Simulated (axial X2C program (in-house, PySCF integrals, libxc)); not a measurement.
**ReLi⁺: from the state search to constants**

Aim: find the lowest determinant of ReLi⁺, scan the bond at several levels and fit the constants, once spin-free and once with spin–orbit coupling.

Method: all-electron X2C, Re dyall-cv3z, Li dyall-cv3z; program: an in-house X2C program for linear molecules on PySCF integrals.

All values are calculated.

## (1) Set-up

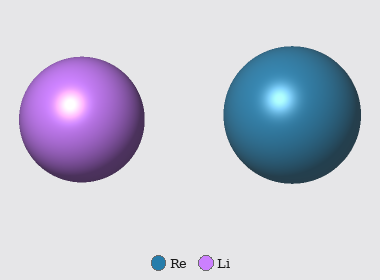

The two atoms at 2.640 Å (rhenium blue, lithium purple).

File task.json:

```json
{"zs": [75, 3], "q": 1, "bas": ["dyall-cv3z", "dyall-cv3z"], "levels": ["PBE0", "HF", "BP86"], "cc": true, "r0": 2.64, "thr": -2.0, "nmax": 90, "npts": 10, "nst": 2, "ntry": 6}
```

Keys: zs atomic numbers; q charge; bas basis sets; levels methods (HF also brings MP2); cc coupled cluster on or off; r0 starting distance in Å; thr threshold in hartree for freezing inner shells (an s shell follows its p shell); nmax most natural virtual spinors; npts points asked for on the curve; nst determinants followed; ntry starts of the search.

Launch:

```sh
$ python so2c.py task.json out
```

Spin-free means the one-electron spin-free X2C Hamiltonian; two-component (2c) means X2C with spin–orbit coupling and atomic mean-field two-electron Coulomb and Gaunt terms. Basis: Re dyall-cv3z contracted to [13s14p9d7f4g], Li dyall-cv3z contracted to [7s8p2d]; Gaussian nuclei, density fitting. Masses: Re 186.956 u, Li 7.016 u.

Notation: σ, π±, δ± give the projection m of an orbital's angular momentum (0, ±1, ±2), α and β its spin, Λ and M_S the sums; ω is the projection of a spinor's total angular momentum and Ω the sum. Logs are in hartree.

The results follow Hamiltonian by Hamiltonian and level by level.

## (2) State search with PBE0

PBE0 moves the distance from 2.640 Å to 2.844 Å and compares determinants there.

Spin-free determinants:

| ΔE (eV) | state | open shells |
| --- | --- | --- |
| 0.00 | M_S = 5/2, Λ = 0 | beyond closed shells: σα, π+α, π-α, δ+α, δ-α |
| 1.63 | M_S = 5/2, Λ = 1 | beyond closed shells: 2 × σα, π+α, π+β, π-α, δ+α, δ-α |
| 1.80 | M_S = 3/2, Λ = 0 | beyond closed shells: σβ, π+α, π-α, δ+α, δ-α |
| 2.07 | M_S = 5/2, Λ = 2 | beyond closed shells: 2 × σα, π+α, π-α, δ+α, δ+β, δ-α |
| 2.14 | M_S = 3/2, Λ = 1 | beyond closed shells: π+α, π+β, π-α, δ+α, δ-α |
| 2.27 | M_S = 7/2, Λ = 0 | beyond closed shells: 3 × σα, π+α, π-α, δ+α, δ-α |
| 2.46 | M_S = 3/2, Λ = 1 | beyond closed shells: π+α, δ+α, δ-α |

Two-component determinants:

```csv
ΔE (eV),state,open shells
0.00,Ω = 5/2,excess of +ω over −ω: ω = 5/2
1.51,Ω = 7/2,"excess of +ω over −ω: 2 × ω = 1/2, ω = 5/2"
1.79,Ω = 3/2,"excess of +ω over −ω: ω = 1/2, ω = -3/2, ω = 5/2"
1.88,Ω = 3/2,"excess of +ω over −ω: 2 × ω = -1/2, ω = 5/2"
```

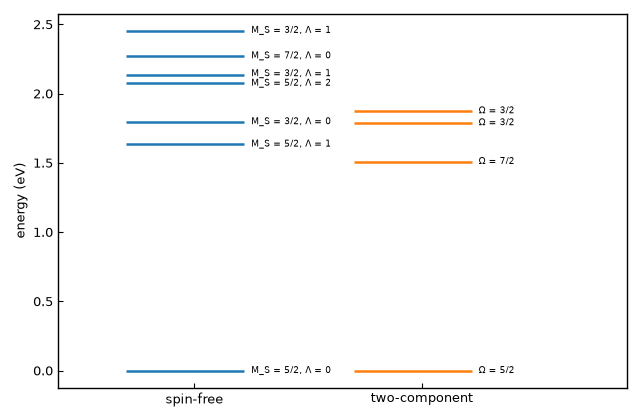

The determinants found, each set from its own lowest.

## (3) PBE0, spin-free

State followed: M_S = 5/2, Λ = 0 (beyond closed shells: σα, π+α, π-α, δ+α, δ-α). The scan is laid around 2.844 Å, a first estimate of the minimum, and this SCF restarts from the orbitals of the search.

The SCF at the reference distance of 2.844 Å:

```text
spin-free X2C-1e  PBE0
basis functions 226  fitting functions 1078  grid points 5087
iter        total energy     max residual
   1     -16700.838136340     3.61e-06
   2     -16700.838136341     2.92e-06
converged
one-electron -22978.87625636  Coulomb 6574.42057018  exact exchange -83.26759274  xc functional -254.98014309  nuclear repulsion 41.86528567
```

Along the bond, energies from the lowest point:

```tsv
R (Å)	E (eV)	μ (D)	HOMO (eV)	LUMO (eV)	iterations
2.474	0.1807	6.46	-11.18	-7.29	12
2.588	0.0743	6.88	-11.07	-7.17	12
2.673	0.0282	7.21	-10.98	-7.09	12
2.759	0.0053	7.55	-10.88	-7.01	11
2.844	0.0000	7.90	-10.78	-6.94	2
2.943	0.0100	8.33	-10.67	-6.86	11
3.043	0.0342	8.77	-10.55	-6.78	11
3.171	0.0780	9.35	-10.40	-6.69	11
3.328	0.1449	10.08	-10.22	-6.59	11
3.555	0.2528	11.17	-9.96	-6.47	11
```

Dipoles are positive if Li is the positive end and refer to the centre of mass.

Outer orbitals at the reference distance:

```
symmetry  occupied  ε (eV)              atomic character
     δ-α       yes  -13.02                     100% Re d
     δ+α       yes  -13.02                     100% Re d
     π-α       yes  -12.82                      98% Re d
     π+α       yes  -12.82                      98% Re d
      σα       yes  -12.74                      97% Re d
      σα       yes  -12.29  72% Re s, 14% Li p, 10% Li s
      σβ       yes  -10.78  46% Re s, 19% Li s, 17% Li p
      σβ        no   -6.94   74% Re d, 18% Re s, 4% Li p
     π-β        no   -6.85    89% Re d, 8% Li p, 2% Li d
     π+β        no   -6.85    89% Re d, 8% Li p, 2% Li d
     δ-β        no   -6.48                     100% Re d
```

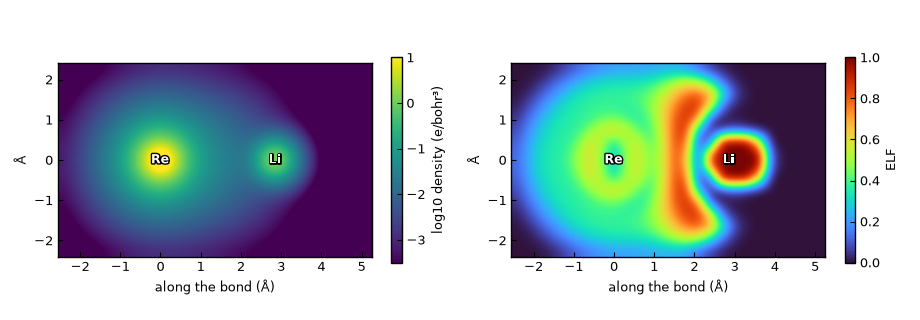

PBE0 fields in a plane through the axis, from a grid of 0.3 Å; Re lies at z = 0 and Li at z = 2.844 Å; the ELF is damped to zero where the density is low.

Re = 2.832 Å, ωe = 276.7 cm⁻¹, Be = 0.3108 cm⁻¹, De = 1.03 eV, μ = 7.85 D.

## (4) HF, spin-free

Output at 2.844 Å:

```text
spin-free X2C-1e  HF
basis functions 226  fitting functions 1078  grid points 5087
iter        total energy     max residual
   1     -16695.660771469     9.60e-01
   2     -16695.698793273     1.79e-02
   3     -16695.700659832     1.95e-02
   4     -16695.702622714     3.22e-03
   5     -16695.703272196     2.41e-03
   6     -16695.703845719     1.22e-03
   7     -16695.704164597     7.32e-04
   8     -16695.704262455     4.93e-04
   9     -16695.704291006     3.18e-04
  10     -16695.704308348     1.67e-04
  11     -16695.704311760     5.47e-05
  12     -16695.704312151     1.84e-05
  13     -16695.704312197     5.67e-06
  14     -16695.704312200     1.82e-06
  15     -16695.704312201     5.32e-07
converged
one-electron -22980.97625672  Coulomb 6576.71335092  exact exchange -333.30669208  xc functional 0.00000000  nuclear repulsion 41.86528567
```

Re = 3.139 Å, ωe = 210.7 cm⁻¹, ωexe = 1.1 cm⁻¹, Be = 0.253 cm⁻¹, De = 1.04 eV, μ = 8.25 D.

## (5) BP86, spin-free

Output at 2.844 Å:

```text
spin-free X2C-1e  BP86
basis functions 226  fitting functions 1078  grid points 5087
iter        total energy     max residual
   1     -16703.155038518     3.10e-01
   2     -16703.159758399     1.36e-02
   3     -16703.157487855     2.24e-02
   4     -16703.160968659     1.20e-03
   5     -16703.160980279     7.34e-04
   6     -16703.160991428     1.21e-04
   7     -16703.160992456     8.71e-05
   8     -16703.160992830     1.50e-05
   9     -16703.160992847     7.05e-06
  10     -16703.160992848     1.09e-06
converged
one-electron -22977.46777450  Coulomb 6572.96791020  exact exchange 0.00000000  xc functional -340.52641423  nuclear repulsion 41.86528567
```

Re = 2.824 Å, ωe = 275.2 cm⁻¹, Be = 0.3127 cm⁻¹, De = 0.938 eV, μ = 8.18 D.

## (6) Correlated methods, spin-free

Correlated methods: 7 electrons correlated (frozen shells, counted by type: Re 5 s, 4 p, 2 d, 1 f; Li 1 s), 289 virtual spinors in MP2, 82 natural virtuals in coupled cluster.

Output of the correlated part at 2.844 Å:

```text
correlated 7  virtual 289  natural virtual 82  E(MP2) -0.109104042  MP2 remainder -0.001999440
iter   CCSD correlation   residual
   1     -0.115028255   1.02e-01
   2     -0.120710609   5.84e-02
   3     -0.122750398   2.90e-02
   4     -0.123546830   1.37e-02
   5     -0.123836094   4.47e-03
   6     -0.123823359   1.23e-03
   7     -0.123840796   4.00e-04
   8     -0.123838668   1.26e-04
   9     -0.123840434   4.26e-05
  10     -0.123840509   1.74e-05
  11     -0.123840657   5.25e-06
  12     -0.123840636   1.71e-06
  13     -0.123840659   6.22e-07
  14     -0.123840660   1.71e-07
(T) -0.005233140  T1 0.0793  D1 0.1932  max T2 0.106
```

T1 in the output is the amplitude norm over the root of the electron number; divide by √2 for the Lee–Taylor value.

MP2: No constants are quoted: the reference is strongly spin-contaminated.

CCSD: Re = 2.890 Å, ωe = 264.4 cm⁻¹, ωexe = 2.36 cm⁻¹, Be = 0.2986 cm⁻¹, De = 0.764 eV. T1 at Re = 0.057 (Lee–Taylor, the printed value over √2).

CCSD(T): Re = 2.877 Å, ωe = 268.9 cm⁻¹, ωexe = 2.41 cm⁻¹, Be = 0.3012 cm⁻¹, De = 0.744 eV. T1 at Re = 0.057 (Lee–Taylor, the printed value over √2).

## (7) A higher determinant, spin-free

State: M_S = 5/2, Λ = 1 (beyond closed shells: 2 × σα, π+α, π+β, π-α, δ+α, δ-α).

Output at the reference distance:

```text
spin-free X2C-1e  PBE0
basis functions 226  fitting functions 1078  grid points 5087
iter        total energy     max residual
   1     -16700.778058217     7.18e-06
   2     -16700.778058218     7.55e-06
converged
one-electron -22983.46807331  Coulomb 6579.12109874  exact exchange -83.27731962  xc functional -255.01904971  nuclear repulsion 41.86528567
```

```tsv
R (Å)	E above the lowest PBE0 point (eV)
2.474	1.681
2.588	1.636
2.673	1.623
2.759	1.624
2.844	1.635
2.943	1.657
3.043	1.687
3.171	1.733
3.328	1.796
```

Re = 2.708 Å, ωe = 260.6 cm⁻¹, Be = 0.3399 cm⁻¹, μ = 7.92 D. Te = 1.62 eV.

## (8) The spin-free curves together

Energy (eV) of the followed determinant, spin-free, from each level's lowest point:

```tsv
R (Å)	PBE0	HF	MP2 (spin-contaminated)	CCSD	CCSD(T)	BP86
2.474	0.181	0.451	0.161	n/a	n/a	0.170
2.588	0.074	0.275	0.061	0.107	0.101	0.068
2.673	0.028	0.180	0.021	0.049	0.045	0.025
2.759	0.005	0.110	0.002	0.015	0.013	0.004
2.844	0.000	0.061	0.000	0.000	0.000	0.000
2.943	0.010	0.024	0.013	0.000	0.003	0.011
3.043	0.034	0.005	0.038	0.016	0.020	0.036
3.171	0.078	0.000	0.082	0.050	0.057	0.079
3.328	0.145	0.016	0.148	n/a	n/a	0.145
3.555	0.253	0.070	0.254	n/a	n/a	0.249
```

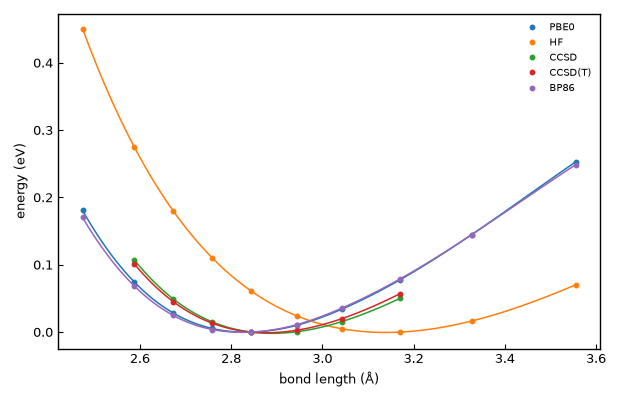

Curves of the followed state, spin-free, each from its own lowest point. Left out: MP2.

## (9) PBE0, 2c

State followed: Ω = 5/2 (excess of +ω over −ω: ω = 5/2). The scan is laid around 2.844 Å, a first estimate of the minimum, and this SCF restarts from the orbitals of the search.

The SCF at the reference distance of 2.844 Å:

```text
two-component X2C + atomic mean field  PBE0
basis functions 226  fitting functions 1078  grid points 5087
iter        total energy     max residual
   1     -16700.144775627     1.02e-05
   2     -16700.144775639     8.74e-06
   3     -16700.144775642     4.92e-06
   4     -16700.144775646     2.34e-06
   5     -16700.144775647     7.02e-07
converged
one-electron -22960.88211847  Coulomb 6571.74427942  exact exchange -83.23904672  xc functional -254.94227667  nuclear repulsion 41.86528567  atomic mean-field constant -14.69089889
```

Along the bond, energies from the lowest point:

```tsv
R (Å)	E (eV)	μ (D)	HOMO (eV)	LUMO (eV)	iterations
2.474	0.1822	6.46	-11.20	-7.40	12
2.588	0.0753	6.88	-11.09	-7.25	12
2.673	0.0289	7.21	-10.99	-7.15	12
2.759	0.0057	7.56	-10.90	-7.06	12
2.844	0.0000	7.91	-10.80	-6.97	5
2.943	0.0096	8.34	-10.69	-6.87	11
3.043	0.0334	8.78	-10.57	-6.78	11
3.171	0.0768	9.36	-10.42	-6.68	11
3.328	0.1433	10.09	-10.24	-6.59	11
3.555	0.2507	11.19	-9.98	-6.47	12
```

Dipoles are positive if Li is the positive end and refer to the centre of mass.

Outer spinors at the reference distance:

```json
{"ω": "-3/2", "occupied": "yes", "ε (eV)": "-13.37", "atomic character": "100% Re d", "λ mixture": "99% δ, 1% π"}
{"ω": "-1/2", "occupied": "yes", "ε (eV)": "-13.02", "atomic character": "98% Re d", "λ mixture": "98% π, 2% σ"}
{"ω": "1/2", "occupied": "yes", "ε (eV)": "-12.77", "atomic character": "97% Re d", "λ mixture": "98% σ, 2% π"}
{"ω": "3/2", "occupied": "yes", "ε (eV)": "-12.65", "atomic character": "98% Re d", "λ mixture": "98% π, 2% δ"}
{"ω": "5/2", "occupied": "yes", "ε (eV)": "-12.62", "atomic character": "100% Re d", "λ mixture": "100% δ"}
{"ω": "1/2", "occupied": "yes", "ε (eV)": "-12.27", "atomic character": "72% Re s, 14% Li p, 10% Li s", "λ mixture": "100% σ"}
{"ω": "-1/2", "occupied": "yes", "ε (eV)": "-10.80", "atomic character": "47% Re s, 19% Li s, 17% Li p", "λ mixture": "99% σ, 1% π"}
{"ω": "1/2", "occupied": "no", "ε (eV)": "-6.97", "atomic character": "89% Re d, 7% Li p, 2% Li d", "λ mixture": "98% π, 2% σ"}
{"ω": "-1/2", "occupied": "no", "ε (eV)": "-6.93", "atomic character": "74% Re d, 18% Re s, 4% Li p", "λ mixture": "99% σ, 1% π"}
{"ω": "3/2", "occupied": "no", "ε (eV)": "-6.77", "atomic character": "100% Re d", "λ mixture": "98% δ, 2% π"}
{"ω": "-3/2", "occupied": "no", "ε (eV)": "-6.74", "atomic character": "88% Re d, 9% Li p, 2% Li d", "λ mixture": "99% π, 1% δ"}
```

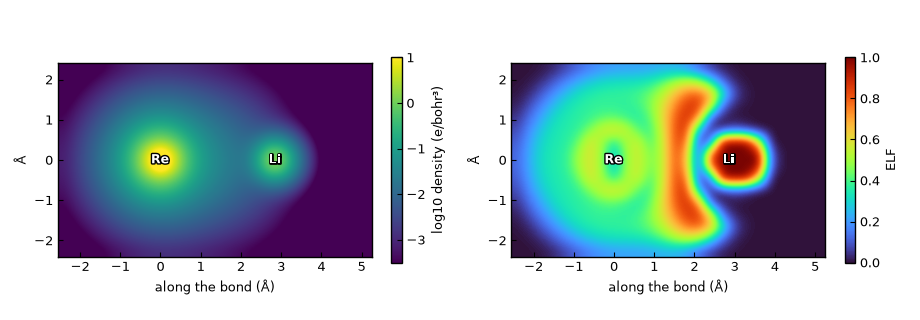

PBE0 fields in a plane through the axis, from a grid of 0.3 Å; Re lies at z = 0 and Li at z = 2.844 Å; the ELF is damped to zero where the density is low.

Re = 2.834 Å, ωe = 275.9 cm⁻¹, Be = 0.3104 cm⁻¹, De = 1.02 eV, μ = 7.87 D.

## (10) HF, 2c

The SCF at the reference distance of 2.844 Å:

```text
two-component X2C + atomic mean field  HF
basis functions 226  fitting functions 1078  grid points 5087
iter        total energy     max residual
   1     -16694.919639125     9.59e-01
   2     -16694.957892735     1.77e-02
   3     -16694.959810922     1.94e-02
   4     -16694.961793827     3.10e-03
   5     -16694.962492931     2.33e-03
   6     -16694.963141482     1.28e-03
   7     -16694.963541317     7.54e-04
   8     -16694.963678563     4.81e-04
   9     -16694.963721392     2.84e-04
  10     -16694.963744237     1.53e-04
  11     -16694.963748076     5.90e-05
  12     -16694.963748672     3.59e-05
  13     -16694.963748846     2.45e-05
  14     -16694.963748916     1.50e-05
  15     -16694.963748957     5.85e-06
  16     -16694.963748965     2.79e-06
  17     -16694.963748967     2.00e-06
converged
one-electron -22962.95529150  Coulomb 6574.01242567  exact exchange -333.19526992  xc functional 0.00000000  nuclear repulsion 41.86528567  atomic mean-field constant -14.69089889
```

Re = 3.135 Å, ωe = 211.7 cm⁻¹, ωexe = 1.12 cm⁻¹, Be = 0.2537 cm⁻¹, De = 1.05 eV, μ = 8.29 D.

## (11) BP86, 2c

The SCF at the reference distance of 2.844 Å:

```text
two-component X2C + atomic mean field  BP86
basis functions 226  fitting functions 1078  grid points 5087
iter        total energy     max residual
   1     -16702.480930761     3.09e-01
   2     -16702.485664895     1.36e-02
   3     -16702.483385719     2.25e-02
   4     -16702.486880324     1.22e-03
   5     -16702.486894051     6.23e-04
   6     -16702.486902344     1.58e-04
   7     -16702.486903427     8.32e-05
   8     -16702.486903780     1.36e-05
   9     -16702.486903797     5.12e-06
  10     -16702.486903797     1.28e-06
converged
one-electron -22959.46908430  Coulomb 6570.28650478  exact exchange 0.00000000  xc functional -340.47871106  nuclear repulsion 41.86528567  atomic mean-field constant -14.69089889
```

Re = 2.828 Å, ωe = 273.3 cm⁻¹, Be = 0.3117 cm⁻¹, De = 0.927 eV, μ = 8.21 D.

## (12) MP2 and beyond, 2c

Correlated methods: 7 electrons correlated (frozen shells, counted by type: Re 5 s, 4 p, 2 d, 1 f; Li 1 s), 289 virtual spinors in MP2, 83 natural virtuals in coupled cluster.

Output of the correlated part at 2.844 Å:

```text
correlated 7  virtual 289  natural virtual 83  E(MP2) -0.109463735  MP2 remainder -0.002126312
iter   CCSD correlation   residual
   1     -0.115330776   1.01e-01
   2     -0.121048959   5.88e-02
   3     -0.123119125   2.95e-02
   4     -0.123977758   1.44e-02
   5     -0.124288925   5.03e-03
   6     -0.124278100   1.54e-03
   7     -0.124297856   5.41e-04
   8     -0.124293970   1.86e-04
   9     -0.124296063   6.84e-05
  10     -0.124295836   2.81e-05
  11     -0.124296025   8.22e-06
  12     -0.124295973   2.95e-06
  13     -0.124296008   1.20e-06
  14     -0.124296008   4.41e-07
(T) -0.005279841  T1 0.0808  D1 0.1968  max T2 0.103
```

MP2: No constants are quoted: the reference is strongly spin-contaminated.

CCSD: Re = 2.890 Å, ωe = 264.3 cm⁻¹, ωexe = 2.36 cm⁻¹, Be = 0.2984 cm⁻¹, De = 0.763 eV. T1 at Re = 0.058 (Lee–Taylor, the printed value over √2).

CCSD(T): Re = 2.877 Å, ωe = 268.8 cm⁻¹, ωexe = 2.45 cm⁻¹, Be = 0.3011 cm⁻¹, De = 0.742 eV. T1 at Re = 0.058 (Lee–Taylor, the printed value over √2).

## (13) A higher determinant, 2c

State: Ω = 7/2 (excess of +ω over −ω: 2 × ω = 1/2, ω = 5/2).

Output at the reference distance:

```text
two-component X2C + atomic mean field  PBE0
basis functions 226  fitting functions 1078  grid points 5087
iter        total energy     max residual
   1     -16700.089297727     5.37e-06
   2     -16700.089297728     3.29e-06
converged
one-electron -22965.48780466  Coulomb 6576.45620476  exact exchange -83.24922454  xc functional -254.98286007  nuclear repulsion 41.86528567  atomic mean-field constant -14.69089889
```

```tsv
R (Å)	E above the lowest PBE0 point (eV)
2.474	1.565
2.588	1.518
2.673	1.502
2.759	1.501
2.844	1.510
2.943	1.529
3.043	1.556
3.171	1.596
3.328	1.647
```

Re = 2.727 Å, ωe = 252.2 cm⁻¹, Be = 0.3353 cm⁻¹, μ = 8.01 D. Te = 1.50 eV.

## (14) The 2c curves together

Energy (eV) of the followed determinant, 2c, from each level's lowest point:

```tsv
R (Å)	PBE0	HF	MP2 (spin-contaminated)	CCSD	CCSD(T)	BP86
2.474	0.182	0.448	0.170	n/a	n/a	0.173
2.588	0.075	0.272	0.067	0.107	0.101	0.070
2.673	0.029	0.178	0.025	0.049	0.045	0.026
2.759	0.006	0.108	0.004	0.015	0.013	0.004
2.844	0.000	0.059	0.000	0.000	0.000	0.000
2.943	0.010	0.023	0.011	0.000	0.003	0.010
3.043	0.033	0.004	0.035	0.015	0.020	0.034
3.171	0.077	0.000	0.078	0.050	0.057	0.077
3.328	0.143	0.017	0.143	n/a	n/a	0.141
3.555	0.251	0.072	0.248	n/a	n/a	0.244
```

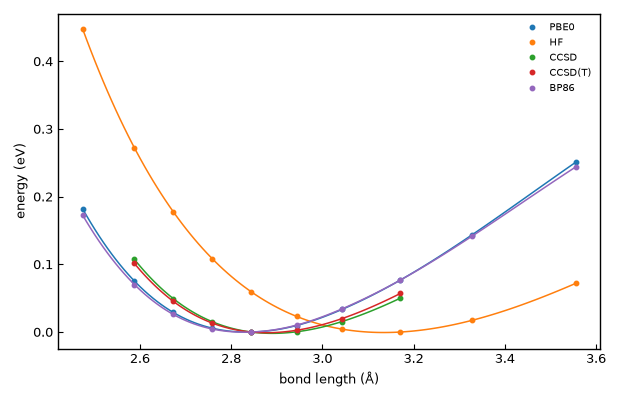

Curves of the followed state, 2c, each from its own lowest point. Left out: MP2.

The whole job took 3.6 min on 1 thread of Intel Xeon 6975P-C (Granite Rapids), shared host.

## (15) Constants

Lowest determinant that the search found at its distance, spin-free: M_S = 5/2, Λ = 0 (beyond closed shells: σα, π+α, π-α, δ+α, δ-α).

Lowest determinant that the search found at its distance, 2c: Ω = 5/2 (excess of +ω over −ω: ω = 5/2).

```json
{"Hamiltonian": "spin-free", "level": "PBE0", "Re (Å)": "2.832", "ωe (cm⁻¹)": "276.7", "De (eV)": "1.03", "μ (D)": "7.85"}
{"Hamiltonian": "spin-free", "level": "HF", "Re (Å)": "3.139", "ωe (cm⁻¹)": "210.7", "De (eV)": "1.04", "μ (D)": "8.25"}
{"Hamiltonian": "spin-free", "level": "CCSD", "Re (Å)": "2.890", "ωe (cm⁻¹)": "264.4", "De (eV)": "0.764", "μ (D)": "n/a"}
{"Hamiltonian": "spin-free", "level": "CCSD(T)", "Re (Å)": "2.877", "ωe (cm⁻¹)": "268.9", "De (eV)": "0.744", "μ (D)": "n/a"}
{"Hamiltonian": "spin-free", "level": "BP86", "Re (Å)": "2.824", "ωe (cm⁻¹)": "275.2", "De (eV)": "0.938", "μ (D)": "8.18"}
{"Hamiltonian": "2c", "level": "PBE0", "Re (Å)": "2.834", "ωe (cm⁻¹)": "275.9", "De (eV)": "1.02", "μ (D)": "7.87"}
{"Hamiltonian": "2c", "level": "HF", "Re (Å)": "3.135", "ωe (cm⁻¹)": "211.7", "De (eV)": "1.05", "μ (D)": "8.29"}
{"Hamiltonian": "2c", "level": "CCSD", "Re (Å)": "2.890", "ωe (cm⁻¹)": "264.3", "De (eV)": "0.763", "μ (D)": "n/a"}
{"Hamiltonian": "2c", "level": "CCSD(T)", "Re (Å)": "2.877", "ωe (cm⁻¹)": "268.8", "De (eV)": "0.742", "μ (D)": "n/a"}
{"Hamiltonian": "2c", "level": "BP86", "Re (Å)": "2.828", "ωe (cm⁻¹)": "273.3", "De (eV)": "0.927", "μ (D)": "8.21"}
```

Dipoles are positive if Li is the positive end and refer to the centre of mass. No constants: spin-free MP2 (the reference is strongly spin-contaminated); 2c MP2 (the reference is strongly spin-contaminated).

Time per point (s) on 1 thread of Intel Xeon 6975P-C (Granite Rapids), shared host (2c runs; CCSD comes with the CCSD(T) run); the times are rough: PBE0 1, HF 0.83, CCSD(T) 3.6, BP86 0.5.

In words: At CCSD(T), going from spin-free to two-component changes Re by 0 mÅ, ωe by 0.0 %, which is small (part of it comes from the scalar share of the two-electron terms). De moves by 0.00 eV; both De rest on single-determinant atoms, which can miss part of an open shell's spin–orbit lowering.

De refers to Re + Li+, each in the lowest determinant found, which need not be this curve's own limit. The state is a single determinant with fixed occupations, the lowest that a limited PBE0 search found. De is counted from the lowest determinant-based energies of the atoms at the same level, without counterpoise correction. Density functionals use the spin component along the axis (collinear). Coupled cluster ran in a truncated set of natural virtual spinors; the MP2 energy of the rest was added. With several unpaired electrons one determinant need not be a pure state. The spin-free determinant is spin-contaminated at some levels. T1 at Re is 0.058 (Lee–Taylor), above the customary mark of 0.02.
